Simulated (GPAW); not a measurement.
# Zr2CO2 MXene monolayer: work function by functional and basis, part 2 of 2

How far do functional and basis move the work function of Zr2CO2 MXene monolayer? Where a layer proves gapped, the work function hangs on where the smearing puts the Fermi level, and the band edges take its place.

GPAW 26.7.0; GPAW, PAW setups; layer in a repeated cell with vacuum, relaxation of atoms and in-plane cell (the session's first sound run).

So far, upper work function (eV): step 3 (the slab's potential, PBE, GPAW) 4.88; step 4 (revPBE) 4.73; step 5 (RPBE) 4.72; step 6 (GPAW, PAW setups) 5.32; step 7 (LDA) 5.26.

### Step 8. OptPBE vdW: xc = "optPBE-vdW"

Level of this step: GPAW, PAW setups; slab in vacuum (GPAW).

The same geometry under optPBE-vdW, to see how far the functional moves the levels against the vacuum (the van der Waals functionals take revPBE setups).

run.py reads:

```python
import json
import numpy as np
from ase import Atoms
from gpaw import GPAW, PW

slab = Atoms(
    ['O', 'Zr', 'C', 'Zr', 'O'],
    positions=[
        [0.00000, 1.89499, 8.00000],
        [1.64111, 0.94749, 8.92181],
        [-0.00000, -0.00000, 10.32116],
        [0.00000, 1.89499, 11.72052],
        [1.64111, 0.94749, 12.64233]],
    cell=[[3.28222, 0.0, 0.0], [-1.64111, 2.84249, 0.0], [0.0, 0.0, 20.6423]],
    pbc=[True, True, False])

slab.calc = GPAW(mode=PW(500), xc='optPBE-vdW', kpts={'size': (12, 12, 1), 'gamma': True},
                 occupations={'name': 'fermi-dirac', 'width': 0.05}, nbands='160%',
                 convergence={'density': 1e-05}, maxiter=200,
                 poissonsolver={'dipolelayer': 'xy'},
                 symmetry={'tolerance': 1e-3}, txt='slab.txt')
result = {}
energy = slab.get_potential_energy()
fermi = slab.calc.get_fermi_level()
v = slab.calc.get_electrostatic_potential().mean((0, 1)) - fermi
n = slab.calc.get_pseudo_density().mean((0, 1))
L = slab.cell[2, 2]
z = np.arange(len(v)) * L / len(v)
low, high = slab.positions[:, 2].min(), slab.positions[:, 2].max()
below, above = np.interp([low - 5.8, high + 5.8], z, v)
slopes = [np.interp(x, z, np.gradient(v, z)) for x in (low - 5.8, high + 5.8)]
eps = np.array([[slab.calc.get_eigenvalues(k, s) for k in range(len(slab.calc.get_ibz_k_points()))]
                for s in range(slab.calc.get_number_of_spins())]) - fermi
top, bottom = eps[eps < 0].max(), eps[eps > 0].min()
dipole = slab.get_dipole_moment()[2]
print(f'energy {energy:.4f} eV, Fermi level {fermi:.4f} eV, dipole {dipole:.5f} e A')
print(f'potential 5.8 A off the faces, from the Fermi level: lower {below:.4f} eV, upper {above:.4f} eV')
print(f'slope of the potential there: lower {slopes[0]:.5f}, upper {slopes[1]:.5f} eV/A')
print(f'nearest levels on the mesh: {top:.4f} and {bottom:.4f} eV')
print('magnetic moment', round(slab.get_magnetic_moment(), 3))
result.update(energy=energy, fermi=fermi, dipole=dipole, below=below, above=above, slopes=slopes, edges=[top, bottom],
              z=z.tolist(), v=v.tolist(), n=n.tolist(), positions=slab.positions.tolist(),
              forces=slab.get_forces(apply_constraint=False).tolist(), moments=slab.get_magnetic_moments().tolist())
json.dump(result, open('result.json', 'w'))
```

The run is started by

```sh
> OMP_NUM_THREADS=1 OPENBLAS_NUM_THREADS=1 python run.py
```

Output:

```text
energy -77.5891 eV, Fermi level -0.3755 eV, dipole 0.00044 e A
potential 5.8 A off the faces, from the Fermi level: lower 5.1210 eV, upper 5.1127 eV
slope of the potential there: lower 0.00052, upper -0.00052 eV/A
nearest levels on the mesh: -0.4610 and 0.5103 eV
magnetic moment 0.0
```

Wall time 77 s (1 thread of AMD EPYC 7B13 (Zen 3), shared host); peak memory 0.43 GiB.

This step gave:

- dipole along the normal: 4.39e-4 e·Å
- levels nearest the Fermi level on the mesh: -0.4610, 0.5103 eV from the Fermi level
- upper work function: 5.113 eV
- lower work function: 5.121 eV
- upper ionisation energy: 5.574 eV

Electrostatic potential energy of an electron (without an applied field's), less the Fermi level, planar mean against z:

| z (Å) | electrostatic potential energy of an electron (without an applied field's), less the Fermi level, planar mean (eV) |
| --- | --- |
| 0 | 5.12 |
| 1 | 5.12 |
| 2 | 5.12 |
| 3 | 5.12 |
| 4 | 5.12 |
| 5 | 5.12 |
| 6 | 5.09 |
| 7 | 4.30 |
| 8 | -12.2 |
| 9 | -21.6 |
| 10 | -5.88 |
| 11 | -6.68 |
| 12 | -18.5 |
| 13 | -2.36 |
| 14 | 4.86 |
| 15 | 5.10 |
| 16 | 5.11 |
| 17 | 5.11 |
| 18 | 5.11 |
| 19 | 5.11 |
| 20 | 5.11 |

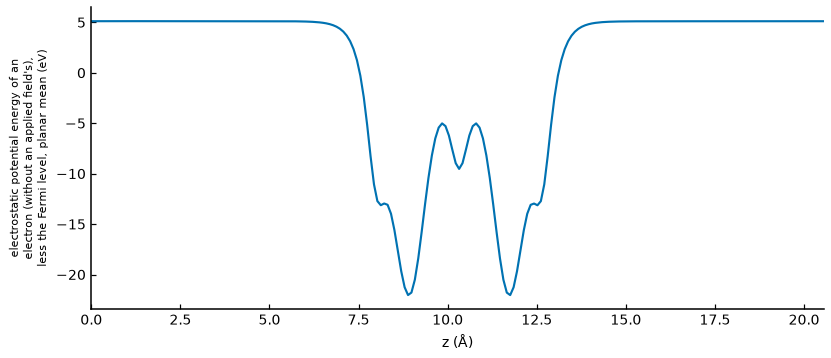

Electrostatic potential energy of an electron (without an applied field's), less the Fermi level, planar mean against z.

The highest filled level lies 0.461 eV under the Fermi level, so the ionisation energy from the upper face is 5.113 + 0.461 = 5.574 eV, against 5.319 eV in the base run.

### Step 9. Real-space grid: mode = "fd"

A real-space grid is a second complete basis, so it checks the plane-wave result.

Changes to run.py since step 8:

```diff
@@ -3,3 +3,3 @@
 from ase import Atoms
-from gpaw import GPAW, PW
+from gpaw import GPAW
 
@@ -16,3 +16,3 @@
 
-slab.calc = GPAW(mode=PW(500), xc='optPBE-vdW', kpts={'size': (12, 12, 1), 'gamma': True},
+slab.calc = GPAW(mode='fd', h=0.18, xc='PBE', kpts={'size': (12, 12, 1), 'gamma': True},
                  occupations={'name': 'fermi-dirac', 'width': 0.05}, nbands='160%',
```

Output:

```text
energy -46.0454 eV, Fermi level -4.8922 eV, dipole 0.00042 e A
potential 5.8 A off the faces, from the Fermi level: lower 4.8963 eV, upper 4.8880 eV
slope of the potential there: lower -0.00000, upper 0.00000 eV/A
nearest levels on the mesh: -0.4410 and 0.4940 eV
magnetic moment 0.0
```

The job ended after 2.7 min (1 thread; peak memory 0.62 GiB).

Numbers from this step:

* dipole along the normal: 4.24e-4 e·Å
* levels nearest the Fermi level on the mesh: -0.4410, 0.4940 eV from the Fermi level
* upper work function: 4.888 eV
* lower work function: 4.896 eV
* upper ionisation energy: 5.329 eV

The electrostatic potential energy of an electron (without an applied field's), less the Fermi level, planar mean by z:

| z (Å) | electrostatic potential energy of an electron (without an applied field's), less the Fermi level, planar mean (eV) |
| --- | --- |
| 0 | 4.89 |
| 2 | 4.90 |
| 4 | 4.90 |
| 6 | 4.87 |
| 8 | -12.4 |
| 10 | -5.87 |
| 12 | -18.5 |
| 14 | 4.66 |
| 16 | 4.89 |
| 18 | 4.89 |
| 20 | 4.89 |

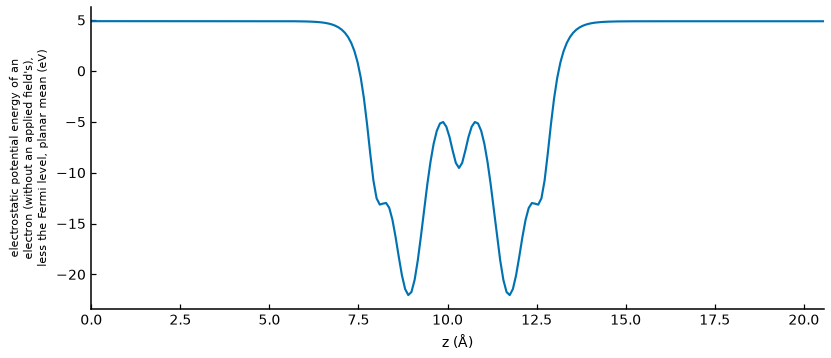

Electrostatic potential energy of an electron (without an applied field's), less the Fermi level, planar mean against z.

The highest filled level lies 0.441 eV under the Fermi level, so the ionisation energy from the upper face is 4.888 + 0.441 = 5.329 eV, against 5.319 eV in the base run.

### Step 10. Atomic orbitals: mode = "lcao"

Atom-centred orbitals end a few angstrom from the surface, which tests how much the density's tail matters.

Changes to run.py since step 9:

```diff
@@ -16,4 +16,4 @@
 
-slab.calc = GPAW(mode='fd', h=0.18, xc='PBE', kpts={'size': (12, 12, 1), 'gamma': True},
-                 occupations={'name': 'fermi-dirac', 'width': 0.05}, nbands='160%',
+slab.calc = GPAW(mode='lcao', basis='dzp', h=0.18, xc='PBE', kpts={'size': (12, 12, 1), 'gamma': True},
+                 occupations={'name': 'fermi-dirac', 'width': 0.05}, nbands='120%',
                  convergence={'density': 1e-05}, maxiter=200,
```

Output:

```text
energy -43.3846 eV, Fermi level -5.0846 eV, dipole 0.00042 e A
potential 5.8 A off the faces, from the Fermi level: lower 5.0887 eV, upper 5.0804 eV
slope of the potential there: lower -0.00000, upper -0.00000 eV/A
nearest levels on the mesh: -0.4107 and 0.4670 eV
magnetic moment 0.0
```

It took 5.6 min on 1 thread; peak memory 0.3 GiB.

Numbers from this step:

```yaml
dipole_along_the_normal: 4.25e-4 e·Å
levels_nearest_the_fermi_level_on_the_mesh: -0.4107, 0.4670 eV from the Fermi level
upper_work_function: 5.080 eV
lower_work_function: 5.089 eV
upper_ionisation_energy: 5.491 eV
```

The highest filled level lies 0.411 eV under the Fermi level, so the ionisation energy from the upper face is 5.080 + 0.411 = 5.491 eV, against 5.319 eV in the base run.

### Step 11. The ladder

Times are for 1 thread of AMD EPYC 7B13 (Zen 3), shared host. The runs compared:

| no. | run | upper ionisation energy (eV) | time | memory (GiB) |
| --- | --- | --- | --- | --- |
| 1 | pw | 5.319 | 52 s | 0.25 |
| 2 | revPBE | 5.180 | 47 s | 0.26 |
| 3 | RPBE | 5.172 | 48 s | 0.25 |
| 4 | vdW DF2 | 5.823 | 66 s | 0.43 |
| 5 | LDA | 5.668 | 46 s | 0.26 |
| 6 | optPBE vdW | 5.574 | 77 s | 0.43 |
| 7 | fd | 5.329 | 2.7 min | 0.62 |
| 8 | lcao | 5.491 | 5.6 min | 0.3 |

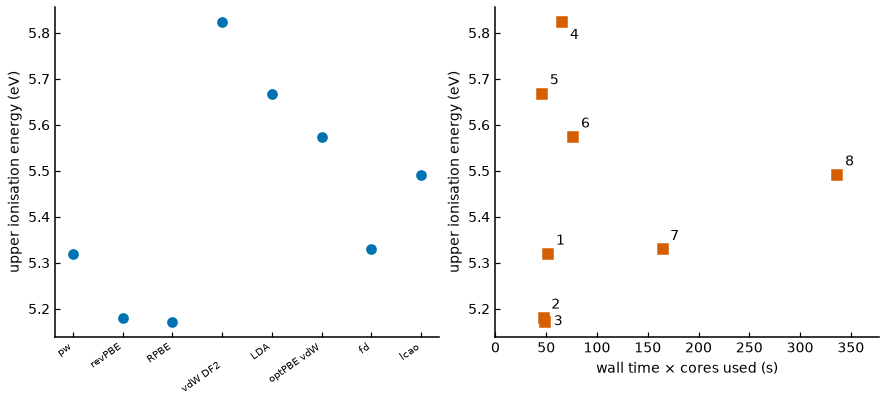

The series as plots; the last panel sets the first result against cost, with the runs numbered as in the table.

### Step 12. Side by side

Results and costs are gathered.

This step: comparison of work functions, dipole and cost (GPAW 26.7.0).

Ladder, by row:

| step | code | work function, upper (eV) | work function, lower (eV) | dipole (e Å) | wall time (s) | peak memory (GiB) | threads |
| --- | --- | --- | --- | --- | --- | --- | --- |
| pw | GPAW | 4.881 | 4.89 | 4.39e-4 | 52.12 | 0.25 | 1 |
| revPBE | GPAW | 4.735 | 4.743 | 4.39e-4 | 47.48 | 0.26 | 1 |
| RPBE | GPAW | 4.723 | 4.732 | 4.39e-4 | 48.33 | 0.25 | 1 |
| vdW-DF2 | GPAW | 5.323 | 5.331 | 4.39e-4 | 65.86 | 0.43 | 1 |
| LDA | GPAW | 5.26 | 5.268 | 4.40e-4 | 46.03 | 0.26 | 1 |
| optPBE-vdW | GPAW | 5.113 | 5.121 | 4.39e-4 | 76.76 | 0.43 | 1 |
| fd | GPAW | 4.888 | 4.896 | 4.24e-4 | 164.6 | 0.62 | 1 |
| lcao | GPAW | 5.08 | 5.089 | 4.25e-4 | 336.9 | 0.3 | 1 |

### Step 13. A changed run

One more run, with changed settings.

This step: GPAW, PAW setups; slab in vacuum (GPAW 26.7.0).

Changes to run.py since step 10:

```diff
@@ -3,3 +3,3 @@
 from ase import Atoms
-from gpaw import GPAW
+from gpaw import GPAW, PW
 
@@ -16,5 +16,5 @@
 
-slab.calc = GPAW(mode='lcao', basis='dzp', h=0.18, xc='PBE', kpts={'size': (12, 12, 1), 'gamma': True},
-                 occupations={'name': 'fermi-dirac', 'width': 0.05}, nbands='120%',
-                 convergence={'density': 1e-05}, maxiter=200,
+slab.calc = GPAW(mode=PW(500), xc='PBE', kpts={'size': (12, 12, 1), 'gamma': True},
+                 occupations={'name': 'fermi-dirac', 'width': 0.05}, nbands='80%',
+                 convergence={'density': 1e-05}, maxiter=75,
                  poissonsolver={'dipolelayer': 'xy'},
```

Output:

```text
ValueError: Too few bands!  Electrons: 40.0, bands: 80%
```

Elapsed: 1.2 s, on 1 thread; peak memory 0.1 GiB.

The program refused the input before any cycle.

The program's message: “ValueError: Too few bands! Electrons: 40.0, bands: 80%”

The change that led to it: nbands = "80 % of the filled bands".

### Step 14. Outcome

| Quantity | Value |
| --- | --- |
| work function, upper and lower face (Fermi level placed in the gap by the smearing) | 4.881 and 4.890 eV |
| ionisation energy from the upper face (highest filled level on the mesh) | 5.32 eV |
| electron affinity from the upper face (lowest empty Kohn-Sham level on the mesh) | 4.39 eV |
| dipole along the normal | 4.4e-4 e Å |

In words: With plane waves and PBE the ionisation energy from the upper face is 5.32 eV and the Kohn-Sham electron affinity 4.39 eV. The levels nearest the Fermi level on the mesh lie 0.924 eV apart, so the slab is gapped there: the smearing puts the Fermi level inside the gap, and from either face the ionisation energy is the work function plus 0.44 eV. Both are Kohn-Sham levels on the mesh, and semilocal gaps are too small, so the affinity tends to come out too large and the ionisation energy too small. Work functions of a gapped slab move with the place of the Fermi level in the gap; over the runs without a planted fault the highest filled level on the mesh lies 5.17 (RPBE) to 5.82 eV (vdW-DF2) under the upper vacuum level. The small printed dipole stands for a step of -8.5 meV from the lower to the upper face, and the probes find -8.3 meV; values this small are near the numerical noise of both. The layer's cell and atoms come from the relaxation; spin-orbit coupling and temperature are left out.

[Logs are printed without paths, hosts, clocks, repeated set-up lines and the standing remarks that a program may print on its own settings, such as how far it seeks lower states.]

[Hosts, paths, dates, database ids (printed as entryN), source tags and the programs' standing remarks are cut or masked in the printed files.]
